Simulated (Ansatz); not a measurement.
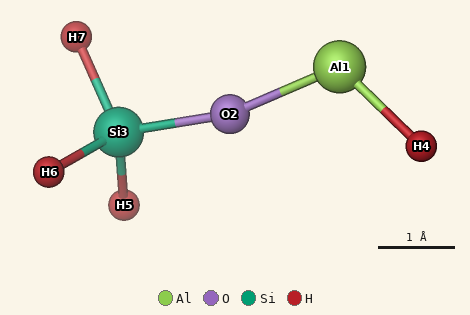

The structure as given in the input (ball-and-stick view, seen at a tilt; atoms are numbered from 1 in the order of the input). Sticks mark near contacts. Bond lengths as drawn: Al–H 1.60 Å, Al–O 1.70 Å, H–Si 1.48 Å and O–Si 1.62 Å.

# AlSiH4O: frequency calculation

AlSiH4O, multiplicity 2, SMILES [AlH][O][SiH3], computed with HF/6-31G*, UHF (Ansatz 0.2.0).

The geometry was optimised with HF/6-31G*. Figures and captions count atoms from 1; the log counts them from 0 in places.

The input:
```yaml
crystal:
  periodic: [false, false, false]
  atoms:
    - {symbol: Al, position_ang: [-1.432139, -1.639308, -0.490995]}
    - {symbol: O, position_ang: [-0.365830, -0.368519, -0.138452]}
    - {symbol: Si, position_ang: [0.869864, 0.572797, 0.334772]}
    - {symbol: H, position_ang: [-2.807610, -1.257421, -1.211370]}
    - {symbol: H, position_ang: [1.323989, 1.428331, -0.779062]}
    - {symbol: H, position_ang: [0.457381, 1.441424, 1.455008]}
    - {symbol: H, position_ang: [2.015545, -0.245404, 0.784298]}
basis:
  gaussian: {orbitals: "6-31G*"}
magnetization: {spin_polarized: true, initial_magnetization: 1}
hamiltonian: {xc: hf}
phonons: {temperatures: {t_min: 298.15, t_max: 298.15, t_step: 1}}
```

Run as:
```bash
ansatz run input.yaml --threads 1 --pin off --max-ram 3480MiB --events-out events.jsonl --progress --plain --runs-dir runs
```

Log:
```
Functional definition: HF
  name "HF"
  exchange = exact_x
  correlation = 0
616 factors; integrals over basis functions are off by at most 5.2e-4 eV
mean field evaluation 1: about -16542.5689 eV, gradient 2.8e1 eV
mean field evaluation 2: about -16542.6191 eV, gradient 2.8e1 eV
mean field evaluation 4: about -16546.1907 eV, gradient 2.3e0 eV
mean field evaluation 8: about -16546.2953 eV, gradient 2.8e-1 eV
mean field -16546.29813399 eV, -608.0652409406 hartree, gradient 1.9e-5 eV, S^2 0.756130; 0 other end points of the search recorded, 0 dependent functions left out
the calculation of the forces begins
reference -16546.29813399 eV, -608.0652409406 hartree; 20, 19 occupied and 41, 42 virtual orbitals, 616 factors
these checks for a lower state are left out or cut short: stability, starts, cluster_reference, orbital_swaps, neighbouring_geometries, increment
616 factors; integrals over basis functions are off by at most 5.2e-4 eV
mean field evaluation 16: about -16546.2981 eV, gradient 2.7e-5 eV
mean field -16546.29806676 eV, -608.0652384697 hartree, gradient 1.2e-6 eV, S^2 0.756181; 0 other end points of the search recorded, 0 dependent functions left out
[... from here on the field's lines of each further geometry are left out, up to the last ...]
the calculation of the forces begins
reference -16546.29812152 eV, -608.0652404821 hartree; 20, 19 occupied and 41, 42 virtual orbitals, 616 factors
these checks for a lower state are left out or cut short: stability, starts, cluster_reference, orbital_swaps, neighbouring_geometries, increment
616 factors; integrals over basis functions are off by at most 5.2e-4 eV
mean field -16546.29812052 eV, -608.0652404454 hartree, gradient 2.7e-6 eV, S^2 0.756131; 0 other end points of the search recorded, 0 dependent functions left out
the calculation of the forces begins
reference -16546.29812052 eV, -608.0652404454 hartree; 20, 19 occupied and 41, 42 virtual orbitals, 616 factors
Total energy: -16546.29813399 eV, -608.0652409406 hartree
Atom 0 at    -1.432139    -1.639308    -0.490995 Å, force    -0.000329    -0.000540    -0.000738 eV/Å
Atom 1 at    -0.365830    -0.368519    -0.138452 Å, force     0.000047    -0.000350     0.000094 eV/Å
Atom 2 at     0.869864     0.572797     0.334772 Å, force    -0.000016    -0.000256     0.000115 eV/Å
Atom 3 at    -2.807610    -1.257421    -1.211370 Å, force    -0.000768    -0.000230     0.000102 eV/Å
Atom 4 at     1.323989     1.428331    -0.779062 Å, force     0.000578     0.000399    -0.000091 eV/Å
Atom 5 at     0.457381     1.441424     1.455008 Å, force     0.000390     0.000630     0.000314 eV/Å
Atom 6 at     2.015545    -0.245404     0.784298 Å, force     0.000097     0.000347     0.000205 eV/Å
Dipole moment:    -0.021074    -0.205419     0.016404 e Å
Vibrations: 25.29 62.90 106.23 563.02 663.05 806.08 809.49 1054.16 1057.55 1101.11 1164.15 1919.82 2361.29 2369.07 2388.35 cm⁻¹, zero-point energy 1.019868 eV
```

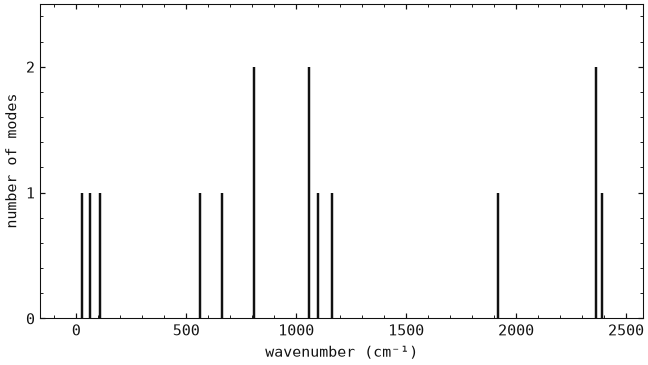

Harmonic vibrational wavenumbers from the force constants; neighbouring modes closer than 11 cm⁻¹ are counted in one stick. 15 modes from 25 to 2388 cm⁻¹, none imaginary.

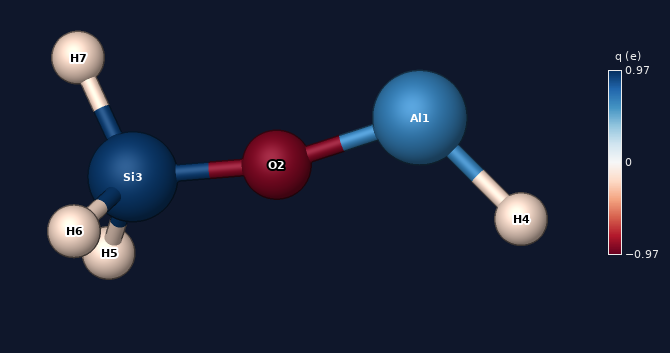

Mulliken charges, as the colour of each atom (ball-and-stick view, seen at a tilt; atoms are numbered from 1 in the order of the input; Mulliken charges depend strongly on the basis). By element: Al +0.66, O −0.90, Si +0.92 and H −0.18 to −0.17 e.

Key numbers:

| quantity | value |
| --- | --- |
| outcome | converged |
| total energy | −608.065241 hartree |
| basis functions | 61 |
| largest force | 0.001 eV/Å |
| ⟨S²⟩ | 0.756 |
| zero-point energy | 0.037479 hartree |
| dipole moment | 0.99 D |
| wavenumbers, lowest and highest | 25 and 2388 cm⁻¹ |
| hardware | 1 thread of Arm Neoverse V2, 112 GiB of memory available, shared host |
| wall time | 29 s |
| peak memory | 0.11 GiB |
